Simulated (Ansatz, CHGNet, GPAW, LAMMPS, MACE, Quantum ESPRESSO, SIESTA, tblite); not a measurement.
## GPAW runs on glassy 61Al2O3-39P2O5 (mol %) (104 atoms)

Wanted: GPAW inputs and outputs for glassy 61Al2O3-39P2O5 (mol %) (104 atoms), checked against a plane-wave reference.

Program: GPAW 26.7.0. Level of theory: the method is named at each step. Results are calculated unless marked as measured.

**1. The starting structure**

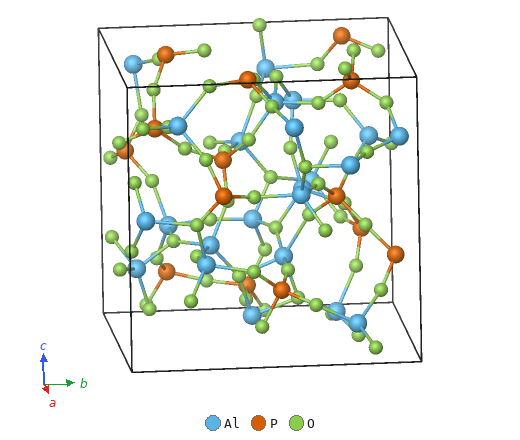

The cell as given, slightly off an axis (aluminium blue, phosphorus orange, oxygen green). Some periodic images of atoms are drawn too.

The cell holds 104 atoms: 22 Al, 14 P and 68 O. Its edges and angles: a = 10.928 Å, b = 10.928 Å, c = 10.928 Å, α = 90.0°, β = 90.0°, γ = 90.0°. 104 atoms (22 Al, 14 P, 68 O) placed at random at 2.66 g/cm³, melted at 4000 K for 10 ps at fixed volume with the Morse and Coulomb pair potential with partial charges (Pedone, Malavasi, Menziani, Cormack and Segre, J. Phys. Chem. B 110, 11780 (2006)). Quenched from 4000 K to 300 K at 50 K/ps and fixed volume, held 10 ps at zero pressure.

The yardstick, on the same geometry:

```
method                                           : Kohn-Sham DFT, PBE, SSSP efficiency 1.3.0 pseudopotentials, plane waves (Quantum ESPRESSO 7.5); sssp-pbe-1.3.0-efficiency, cutoffs 60/480 Ry, Γ point
r.m.s. force component                           : 1.16 eV/Å
longest force                                    : 5.092 eV/Å
pressure                                         : 5.52 GPa
gap (highest filled to lowest empty level) : 3.349 eV
time                                             : 4.4 min on 4 MPI ranks of Arm Neoverse V2, shared host
CPU time                                         : 18 min
```

**2. PBE, LCAO dzp, h 0.18 Å**

Method: Kohn-Sham DFT, PBE, PAW, atomic orbitals (dzp).

Input file run.py:

```python
import numpy as np
from ase.io import read
from gpaw import GPAW, FermiDirac
from ase.parallel import parprint as print

atoms = read("structure.xyz")
atoms.calc = GPAW(
    mode="lcao",
    basis="dzp",
    h=0.18,
    xc="PBE",
    kpts={"size": (1, 1, 1), "gamma": True},
    occupations=FermiDirac(0.05),
    maxiter=200,
    symmetry={"point_group": False},
    txt="gpaw.txt",
)
energy = atoms.get_potential_energy(force_consistent=True)
forces = atoms.get_forces()
print(f"energy {energy:.6f} eV")
print("forces (eV/A)")
for i, (a, f) in enumerate(zip(atoms, forces)):
    print(f"{i:4d} {a.symbol:2s} {f[0]:10.5f} {f[1]:10.5f} {f[2]:10.5f}")
print(f"Fermi level {atoms.calc.get_fermi_level():.4f} eV")
for k in range(len(atoms.calc.get_ibz_k_points())):
    for s in range(atoms.calc.get_number_of_spins()):
        e = atoms.calc.get_eigenvalues(kpt=k, spin=s)
        n = np.searchsorted(e, atoms.calc.get_fermi_level())
        print(f"k {k} spin {s} levels about the Fermi level:", np.round(e[max(n - 6, 0):n], 4).tolist(), "|", np.round(e[n:n + 6], 4).tolist())
```

Input file structure.xyz:

```xyz
104
Lattice="10.92802 0.00000 0.00000 0.00000 10.92802 0.00000 0.00000 0.00000 10.92802" Properties=species:S:1:pos:R:3 pbc="T T T"
Al 2.02518 5.49581 3.82513
Al 9.35122 0.77217 5.44456
Al 5.14382 6.34404 3.01045
Al 3.98348 8.40496 0.57558
Al 9.10435 6.67298 6.18701
Al 1.71537 5.10666 6.75461
Al 10.86890 8.38343 7.62087
Al 3.02291 6.99907 8.53544
Al 4.60452 0.84933 2.62808
Al 8.82153 3.07722 3.57117
Al 9.23603 8.70854 1.20405
Al 4.40366 5.19059 0.63186
Al 5.76759 6.05511 9.06293
Al 2.58776 2.26079 3.81858
Al 0.66661 7.85419 4.93477
Al 5.56826 3.54844 3.62701
Al 8.83989 2.09086 8.93781
Al 8.55577 10.46402 8.17689
Al 10.91021 6.28394 9.15101
Al 4.06260 9.73512 7.29117
Al 0.94910 1.20022 9.69862
Al 3.82197 7.22080 5.29386
P 8.48943 5.93271 2.42679
P 1.04024 9.06687 10.51407
P 6.75395 8.85760 9.99717
P 7.50012 10.34807 3.42025
P 4.81980 4.15461 6.71789
P 9.79325 3.68384 6.38142
P 0.28566 2.38919 1.56019
P 1.51998 0.78441 6.52075
P 1.12854 5.33156 1.10898
P 8.22508 4.81893 10.48609
P 3.94633 2.14309 10.65591
P 6.39191 8.26737 5.50892
P 5.63460 1.52522 8.19219
P 2.80074 9.51590 3.49194
O 0.10229 0.35680 5.96768
O 8.17438 9.70638 2.23030
O 9.69687 0.68792 9.05485
O 6.78685 5.16863 10.18295
O 3.55576 8.83082 4.62594
O 3.54909 9.22347 2.21041
O 9.93379 2.36734 2.43247
O 2.12801 1.72291 5.44937
O 0.29047 4.10271 6.44546
O 9.44279 9.15211 7.81244
O 6.18187 0.06688 2.95133
O 8.04641 8.51173 10.74487
O 1.58751 5.76158 8.45162
O 4.41700 3.56002 10.86671
O 3.05777 0.08021 3.55051
O 5.24862 4.26127 5.23944
O 3.58854 6.82018 6.83176
O 6.45289 7.63268 9.12359
O 5.57613 7.29270 4.67053
O 7.08070 6.31377 2.89625
[... 44 atom lines left out ...]
O 0.98757 8.60461 6.45474
O 9.57371 2.67715 5.26774
O 5.39637 8.89716 6.42644
O 9.25243 7.15184 1.97284
```

Started as:

```console
> OMP_NUM_THREADS=1 mpirun -np 2 gpaw python run.py > output.txt
```

The log of the run:

```text
energy -692.593615 eV
forces (eV/A)
   0 Al    0.16890    0.00134   -1.15336
   1 Al    2.72905    0.05006    4.18343
   2 Al    2.17852    0.09765   -1.68418
   3 Al    1.13369   -0.73596    1.14042
   4 Al   -0.32476    0.35410    0.09213
   5 Al   -0.06582    1.34227   -0.34752
   6 Al   -1.39768    0.95607    1.35686
   7 Al    0.32842    0.97660   -1.30812
   8 Al   -0.06678   -1.79991    0.08689
   9 Al   -0.41045    1.34849   -0.37390
  10 Al   -0.83843    0.09213   -1.55237
  11 Al   -0.99796    0.87401    0.58844
  12 Al   -0.32561    0.61605   -0.45914
  13 Al   -1.59360   -0.72231    0.81860
  14 Al   -0.40439    0.43279    1.32388
  15 Al    0.47959    0.40574   -0.13596
  16 Al   -2.67059    1.89359    2.05360
  17 Al    0.37276    1.65985   -0.74385
  18 Al   -1.28095   -0.90990    0.47073
  19 Al   -1.29311    0.47912    0.49582
  20 Al   -0.39894   -1.13543   -2.08612
  21 Al   -0.69561    0.40656   -2.68100
  22 P    -2.39855   -0.54941    0.42580
  23 P     0.52807    0.30861    0.15687
[...]
96 O     1.41723   -1.62758   -0.96354
  97 O     0.19121   -1.28189    0.29844
  98 O    -1.12276    0.01828    0.94095
  99 O     0.46123   -1.20228    1.71387
 100 O     3.91580    1.02088   -2.63789
 101 O    -0.97281   -3.08702   -4.05979
 102 O    -0.39999    1.07861    1.19589
 103 O     2.20844    1.26429    0.64221
Fermi level 4.8771 eV
k 0 spin 0 levels about the Fermi level: [2.922, 2.9896, 3.0171, 3.1193, 3.2, 3.3603] | [6.5533, 7.7335, 7.8321, 8.0779, 8.1804, 8.3908]
```

gpaw.txt:

```text
Input parameters:
  mode=LCAO(),
  basis={'default': 'dzp'},
  h=0.18,
  kpts=MonkhorstPack(size=(1, 1, 1), gamma=True),
  maxiter=200,
  occupations=Occupations(name='fermi-dirac', width=0.05, fixmagmom=False),
  symmetry=Symmetry(point_group=False),
  xc=XC(name='PBE')
Unit cell  # Å
| periodic |         x |         y |         z |   lengths |    angles |
|----------|-----------|-----------|-----------|-----------|-----------|
|      yes | 10.928020 |  0.000000 |  0.000000 | 10.928020 | 90.000000 |
|      yes |  0.000000 | 10.928020 |  0.000000 | 10.928020 | 90.000000 |
|      yes |  0.000000 |  0.000000 | 10.928020 | 10.928020 | 90.000000 |
Number of symmetries: 1
Symmetry operations  # r_c * U_cc + t_c -> r_c
|   | kind |            matrix            |
|---|------|------------------------------|
| 0 |  E   |  1, 0, 0,  0, 1, 0,  0, 0, 1 |
BZ-sampling:
  Number of BZ points: 1
  Number of IBZ points: 1
  Monkhorst-Pack size: [1, 1, 1]
  Monkhorst-Pack shift: [0, 0, 0]
[... lines left out ...]
        l=0, rc=2.2969 Bohr: 2s-dz split-valence wave
        l=1, rc=2.8906 Bohr: 2p-dz split-valence wave
        l=2, rc=5.3906 Bohr: d-type Gaussian polarization
      Number of RI-basis functions 0
Reference energy: -414294.059526  # eV
eigensolver:
density mixing:
  MSR1-Mixer
occupation numbers:
  Fermi-Dirac:
    width: 0.0500  # eV
FastPoissonSolver using
    Stencil: 6*3+1=19 point O(h^6) finite-difference Laplacian
xc functional:
  name: PBE with 2 nearest neighbor stencil
interpolation: tri-quintic # 5. degree polynomial
Initialization done in: 5.627 s
convergence criteria:
- Maximum [total energy] change in last 3 cyles: 0.0005 eV / valence electron
- Maximum integral of absolute [dens]ity change: 0.0001 electrons / valence electron
- Maximum integral of absolute [eigenst]ate change: 4e-08 eV^2 / valence electron
maximum number of iterations: 200
SCF iterations
|iter     |      energy | eigst |  dens |
|---------|-------------|-------|-------|
|iter:   1| -768.168271 |      c|       |
|iter:   2| -749.319193 |      c| -0.77 |
|iter:   3| -692.198343 |      c| -0.81 |
|iter:   4| -692.446186 |      c| -1.45 |
|iter:   5| -692.633841 |      c| -1.76 |
|iter:   6| -692.594709c|      c| -2.33 |
|iter:   7| -692.593885c|      c| -3.06 |
|iter:   8| -692.593625c|      c| -3.47 |
|iter:   9| -692.593615c|      c| -4.06c|
Converged in 9 steps
SCF loop duration: 66.689 s (7.410 s/step)
Energy contributions relative to reference atoms: (reference = -414294.059526)
Energy contributions:
  Kinetic:         822.821862
  Coulomb:        -666.966031
  Zero:             10.775603
  External:          0.000000
  Xc:             -859.225048
  Entropy:          -0.000000
  Spinorbit:         0.000000
  ----------------------------
  Free energy:    -692.593615
  Extrapolated:   -692.593615
dipole moment: (-55.396642, -75.558998, 107.641057)  # |e|*Ang
Fermi level: 4.877
Eigenvalues  # (at kpt = [0.000, 0.000, 0.000])
| band index |      eig [eV] | occ [0-2] |
|------------|---------------|-----------|
|          0 |       -20.391 |     2.000 |
|        ... |               |           |
|        264 |         2.661 |     2.000 |
|        265 |         2.822 |     2.000 |
[...]
|        279 |         8.498 |     0.000 |
|        ... |               |           |
|        330 |        11.739 |     0.000 |
Gap: 3.193 eV
Transition (v -> c):
  (s=0, k=0, n=271, [0.00, 0.00, 0.00]) -> (s=0, k=0, n=272, [0.00, 0.00, 0.00])
No difference between direct/indirect transitions
Force computation time: 15.724  # s
```

Run time: 90 s. Hardware: 2 MPI ranks of Arm Neoverse V2, shared host; peak memory 2 GiB; 3 min of CPU time.

Banners, paths, timers and routine set-up lines are dropped from the logs unmarked, and long logs keep their key lines alone; longer cuts are marked.

Compared with the plane-wave run:

```
r.m.s. force component                           : 1.382 eV/Å
r.m.s. difference of force components            : 387.9 meV/Å
longest difference of force vectors              : 1243 meV/Å
force difference over r.m.s. force               : 33.43 %
slope of forces against the reference's          : 1.153
correlation of force components                  : 0.9684
gap (highest filled to lowest empty level) : 3.193 eV
gap difference                                   : -0.1558 eV
```

This run lies far from the reference in forces at the same functional.

Length of the force difference by element (eV/Å):

```csv
element,atoms,mean,most
Al,22,0.25,0.45
O,68,0.75,1.2
P,14,0.25,0.45
```

Levels nearest the highest filled one (eV from it): -0.44, -0.37, -0.34, -0.24, -0.16, 0.00, 3.19, 4.37, 4.47, 4.72, 4.82, 5.03.

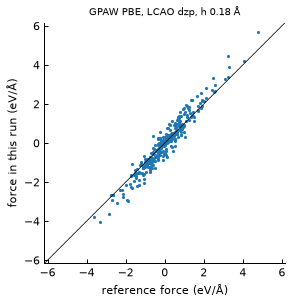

Force components against those of the reference; the line marks equality.

Local excerpt of 9 atoms (numbers count through the whole input) about O89, which bears the longest force; x, y, z are measured from there.

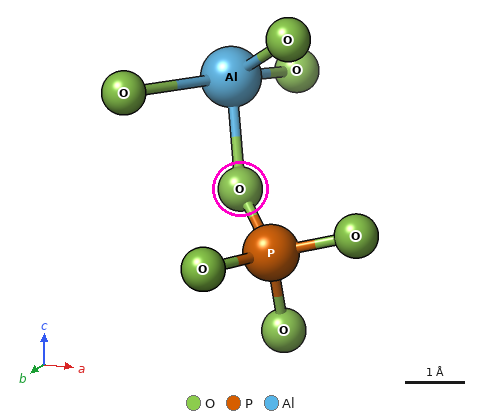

The atoms of the table, within 2.9 Å (arrows a, b, c point along x, y, z); some may hide others; the central atom is ringed.

```csv
atom,x,y,z,distance (Å),bonds,Fx,Fy,Fz (eV/Å)
O89,0.00,0.00,0.00,0.00,2,-0.78,2.43,5.71
P30,0.30,-0.67,-1.28,1.48,4,0.88,-1.25,-3.79
Al21,-0.27,-0.26,1.90,1.94,4,-0.40,-1.14,-2.09
O37,-1.12,-1.10,-1.83,2.41,2,-0.51,-0.80,-1.07
O60,1.47,-1.67,-1.12,2.49,2,0.28,-1.16,0.30
O44,0.91,0.26,-2.35,2.53,2,-0.12,1.32,-0.45
O86,1.26,0.56,2.39,2.76,2,-0.18,0.50,0.12
O39,-2.45,-0.77,1.26,2.86,2,1.60,-1.23,1.43
O64,0.10,-1.97,2.15,2.92,2,1.15,2.55,-1.25
```

Atoms are counted from 1 here, from 0 in the log.

Forces lie 33 % from the reference's, at 0.17 times its CPU time (on 2 against 4 cores).

The difference per atom is largest on O (0.75 eV/Å on average, against 0.25 on Al).

**3. PBE, LCAO szp(dzp), h 0.18 Å**

Method: Kohn-Sham DFT, PBE, PAW, atomic orbitals (szp(dzp)).

run.py, as its differences from that of step 2:

```diff
@@ -3,3 +3,2 @@
 from gpaw import GPAW, FermiDirac
-from ase.parallel import parprint as print
 
@@ -8,3 +7,3 @@
     mode="lcao",
-    basis="dzp",
+    basis="szp(dzp)",
     h=0.18,
```

structure.xyz is that of step 2.

Started as:

```console
> OMP_NUM_THREADS=1 python run.py > output.txt
```

The log of the run:

```text
energy -656.526862 eV
forces (eV/A)
   0 Al    0.04894   -0.26685   -1.33771
   1 Al    2.60778   -0.09153    4.81963
   2 Al    2.48035    0.13165   -1.79998
   3 Al    1.20259   -0.60792    1.17447
   4 Al   -0.12764    0.46530   -0.37896
   5 Al   -0.14544    1.20484   -0.35621
   6 Al   -1.28347    1.27199    1.10994
   7 Al    0.35791    1.11726   -1.22612
   8 Al   -0.09584   -1.91526    0.01641
   9 Al   -0.44504    1.44045   -0.55829
  10 Al   -0.90290   -0.07407   -1.75399
  11 Al   -1.13457    0.73968    0.59798
[...]
99 O     0.55491   -1.26190    1.66920
 100 O     3.64503    0.91562   -2.54570
 101 O    -1.07688   -3.46062   -4.50480
 102 O    -0.58424    1.22357    1.30458
 103 O     2.49087    1.75752    0.47558
Fermi level 5.0491 eV
k 0 spin 0 levels about the Fermi level: [3.2101, 3.2713, 3.2992, 3.386, 3.5498, 3.6684] | [6.7658, 7.8493, 7.9834, 8.14, 8.2948, 8.4583]
```

gpaw.txt:

```text
Input parameters:
  mode=LCAO(),
  basis={'default': 'szp(dzp)'},
  h=0.18,
  kpts=MonkhorstPack(size=(1, 1, 1), gamma=True),
  maxiter=200,
  occupations=Occupations(name='fermi-dirac', width=0.05, fixmagmom=False),
  symmetry=Symmetry(point_group=False),
  xc=XC(name='PBE')
[... lines left out ...]
  Fermi-Dirac:
[... lines left out ...]
convergence criteria:
- Maximum [total energy] change in last 3 cyles: 0.0005 eV / valence electron
[... lines left out ...]
Converged in 9 steps
[... lines left out ...]
  Free energy:    -656.526862
[... lines left out ...]
Fermi level: 5.049
[... lines left out ...]
|          0 |       -20.742 |     2.000 |
|        ... |               |           |
|        264 |         2.957 |     2.000 |
|        265 |         3.083 |     2.000 |
[...]
|        279 |         8.658 |     0.000 |
|        ... |               |           |
|        330 |        12.086 |     0.000 |
Gap: 3.097 eV
Transition (v -> c):
  (s=0, k=0, n=271, [0.00, 0.00, 0.00]) -> (s=0, k=0, n=272, [0.00, 0.00, 0.00])
No difference between direct/indirect transitions
Force computation time: 23.012  # s
timing:  # [seconds]
  Total:  120.007  # ━━━━━━━━━━━━━━━━━━━━━━━━━━━━━━━━━━━━━━━━━━━━━━━━━━━━━━━━
  Init:     8.770  # ━━━━
  SCF:     88.195  # ━━━━━━━━━━━━━━━━━━━━━━━━━━━━━━━━━━━━━━━━━
  Forces:  23.012  # ━━━━━━━━━━╸
```

It took 2 min on 1 thread; peak memory 1.6 GiB.

Numbers from this run, and their distance from the reference:

| Property | Result |
| --- | --- |
| r.m.s. force component | 1.489 eV/Å |
| r.m.s. difference of force components | 536.9 meV/Å |
| longest difference of force vectors | 1829 meV/Å |
| force difference over r.m.s. force | 46.27 % |
| slope of forces against the reference's | 1.216 |
| correlation of force components | 0.9478 |
| gap (highest filled to lowest empty level) | 3.097 eV |
| gap difference | -0.2514 eV |

This is a coarse setting, run to see what it loses.

Against the first run (33 %), the force difference from the reference is 46 %, at 0.67 times the CPU time (on 1 against 2 cores), with 936 basis functions against 1352: the smaller basis costs accuracy.

**4. LDA, LCAO dzp, h 0.18 Å**

Method: Kohn-Sham DFT, LDA, PAW, atomic orbitals (dzp).

run.py, as its differences from that of step 3:

```diff
@@ -3,2 +3,3 @@
 from gpaw import GPAW, FermiDirac
+from ase.parallel import parprint as print
 
@@ -7,5 +8,5 @@
     mode="lcao",
-    basis="szp(dzp)",
+    basis="dzp",
     h=0.18,
-    xc="PBE",
+    xc="LDA",
     kpts={"size": (1, 1, 1), "gamma": True},
```

structure.xyz is that of step 3.

Started as:

```console
> OMP_NUM_THREADS=1 mpirun -np 2 gpaw python run.py > output.txt
```

The log of the run:

```text
energy -772.032605 eV
forces (eV/A)
   0 Al    0.22587   -0.03283   -1.10642
   1 Al    2.55822    0.03843    4.18580
   2 Al    2.05574    0.00522   -1.69808
   3 Al    1.12155   -0.76650    1.21239
   4 Al   -0.23217    0.34222    0.06813
   5 Al   -0.06797    1.32161   -0.34797
   6 Al   -1.41970    0.89838    1.28930
   7 Al    0.46892    0.94551   -1.32352
   8 Al   -0.10715   -1.65020    0.13472
   9 Al   -0.40891    1.38597   -0.40409
  10 Al   -0.90188   -0.01583   -1.53426
  11 Al   -1.11407    0.81092    0.65784
  12 Al   -0.34288    0.63487   -0.38897
  13 Al   -1.56847   -0.59539    0.84330
  14 Al   -0.39853    0.41896    1.41663
  15 Al    0.41617    0.36655   -0.13426
  16 Al   -2.56431    1.85756    1.88632
  17 Al    0.44079    1.59620   -0.75560
  18 Al   -1.22834   -0.84426    0.46703
  19 Al   -1.24395    0.47053    0.53101
  20 Al   -0.30367   -1.21431   -1.94073
  21 Al   -0.63746    0.41634   -2.62109
  22 P    -2.36285   -0.56570    0.35825
  23 P     0.48953    0.31499    0.10300
[...]
96 O     1.39236   -1.40113   -0.98606
  97 O     0.06811   -1.04533    0.13523
  98 O    -0.77382   -0.03240    0.97665
  99 O     0.58538   -1.10838    1.54264
 100 O     3.54784    0.81359   -2.59591
 101 O    -1.02343   -2.89500   -3.80099
 102 O    -0.34939    0.89138    0.95727
 103 O     1.86809    1.07829    0.59302
Fermi level 4.4624 eV
k 0 spin 0 levels about the Fermi level: [2.5531, 2.6219, 2.646, 2.7529, 2.8244, 2.9851] | [6.0956, 7.2473, 7.3734, 7.6075, 7.7061, 7.9319]
```

gpaw.txt:

```text
Input parameters:
  mode=LCAO(),
  basis={'default': 'dzp'},
  h=0.18,
  kpts=MonkhorstPack(size=(1, 1, 1), gamma=True),
  maxiter=200,
  occupations=Occupations(name='fermi-dirac', width=0.05, fixmagmom=False),
  symmetry=Symmetry(point_group=False),
  xc=XC(name='LDA')
Unit cell  # Å
| periodic |         x |         y |         z |   lengths |    angles |
[... lines left out ...]
  Fermi-Dirac:
[... lines left out ...]
convergence criteria:
- Maximum [total energy] change in last 3 cyles: 0.0005 eV / valence electron
[... lines left out ...]
Converged in 9 steps
[... lines left out ...]
  Coulomb:        -548.024635
  Zero:             10.105746
  External:          0.000000
  Xc:             -921.253111
  Entropy:          -0.000000
  Spinorbit:         0.000000
  ----------------------------
  Free energy:    -772.032605
  Extrapolated:   -772.032605
dipole moment: (-55.458409, -75.613509, 107.510909)  # |e|*Ang
Fermi level: 4.462
Eigenvalues  # (at kpt = [0.000, 0.000, 0.000])
| band index |      eig [eV] | occ [0-2] |
|------------|---------------|-----------|
|          0 |       -20.528 |     2.000 |
|        ... |               |           |
|        264 |         2.293 |     2.000 |
|        265 |         2.449 |     2.000 |
[...]
|        279 |         8.031 |     0.000 |
|        ... |               |           |
|        330 |        11.191 |     0.000 |
Gap: 3.110 eV
Transition (v -> c):
  (s=0, k=0, n=271, [0.00, 0.00, 0.00]) -> (s=0, k=0, n=272, [0.00, 0.00, 0.00])
No difference between direct/indirect transitions
Force computation time: 17.202  # s
```

Wall time 89 s (2 MPI ranks); peak memory 2 GiB; 2.9 min of CPU time.

Compared with the plane-wave run:

```
r.m.s. force component                           : 1.279 eV/Å
r.m.s. difference of force components            : 247 meV/Å
longest difference of force vectors              : 886.5 meV/Å
force difference over r.m.s. force               : 21.29 %
slope of forces against the reference's          : 1.084
correlation of force components                  : 0.9841
gap (highest filled to lowest empty level) : 3.111 eV
gap difference                                   : -0.2383 eV
```

Against the first run (33 %), the force difference from the reference is 21 %, at 0.98 times the CPU time; another functional landing nearer a PBE reference means that errors partly cancel.

(Continued in part 2 of 2.)

[Also dropped from logs without a mark: logging warnings of Python, and SIESTA's first energy breakdown and zero terms.]

[Logs are printed without paths, hosts, clocks, repeated set-up lines and the standing remarks that a program may print on its own settings, such as how far it seeks lower states.]

[Hosts, paths, dates, database ids (printed as entryN), source tags and the programs' standing remarks are cut or masked in the printed files.]
